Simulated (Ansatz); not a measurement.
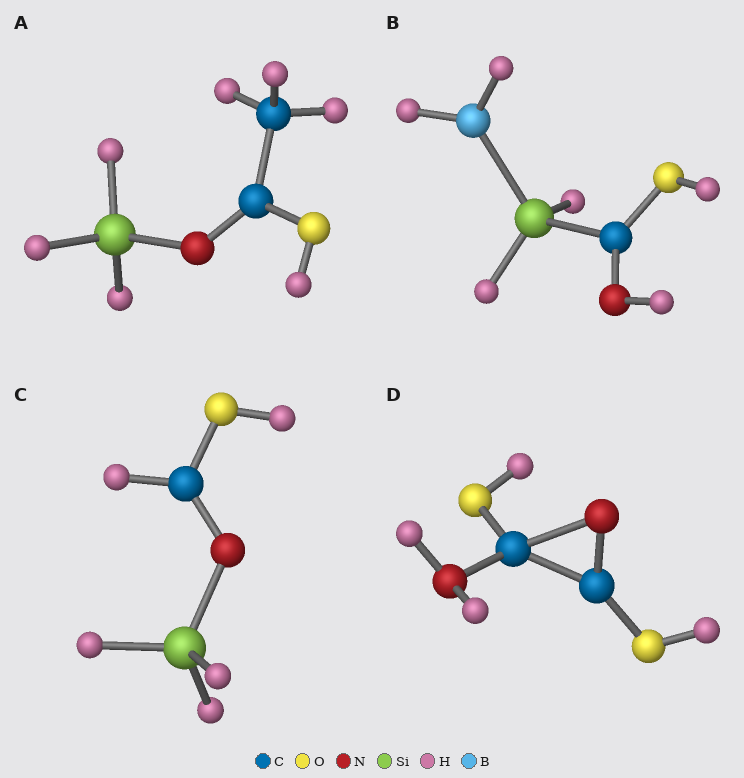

(Drawn from a calculation with Ansatz.)

Which panel belongs to which SMILES?
(1) [H]/N=C(\O)[SiH2]B
(2) N[C@@]1(O)N=C1O
(3) C/C(O)=N\[SiH3]
(4) O/C=N/[SiH3]

Answer. A is (3), B is (1), C is (4), D is (2).
